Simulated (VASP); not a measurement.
Band structure of Gd (hcp). Calculation: PBE GGA with D3 dispersion (Becke-Johnson damping), VASP's PBE PAW potentials (set 64) (plane waves; VASP).

The 4f electrons are frozen in the core of the lanthanide potential, so 4f levels, which can set the real gap, and their magnetism are missing.

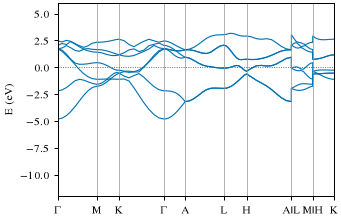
Figure: Bands along high-symmetry lines, zero at the valence-band maximum or, without a gap, the Fermi level

Task: Read the plot: is there a gap, and where are the band edges?

Result: It has no gap at this level: it comes out as a metal or semimetal. (Edges off the drawn lines would not show.)

The compound is Gd in the hcp structure. It was relaxed first, which changed the volume by -6 %.
